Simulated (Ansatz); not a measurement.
## Pressure series in hypothetical Amm2 Al2O3

Take Al$_{2}$O$_{3}$ (space group Amm2, No. 38; a hypothetical phase, not in the database extracts checked) as the base.

```
Al2O3
1.0
    2.82268     0.00000     0.00000
    0.00000     2.66302     4.15238
    0.00000    -2.66302     4.15238
Al O
2 3
Direct
  0.00000   0.08826   0.08826
  0.50000   0.74318   0.74318
  0.50000   0.35281   0.90522
  0.50000   0.90522   0.35281
  0.00000   0.86902   0.86902
```

Cell and atoms are relaxed at each pressure.

Method: Ansatz (a program for electronic structure), PBEsol, PAW, cutoff 420 eV, no spin-orbit coupling.

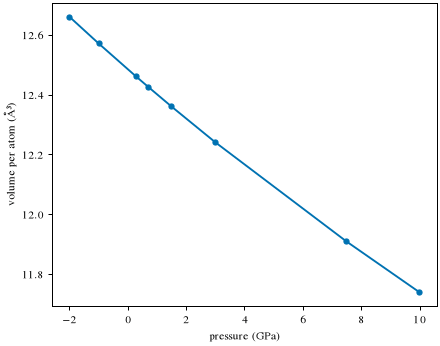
Fig. 1. Volume against pressure

**Question.** Estimate the zero-pressure bulk modulus from the plot.

**Answer.** About 150 GPa; a third-order Birch–Murnaghan fit to the points gives V₀ = 12.49 Å³/atom, B₀ = 147 GPa and B₀′ = 3.3.

Load acts through the strain it causes; cell and atoms are relaxed under it. Stability against distortions was not tested. No other phases were tried under pressure. The base started in Cc and relaxed to Amm2 at this level.
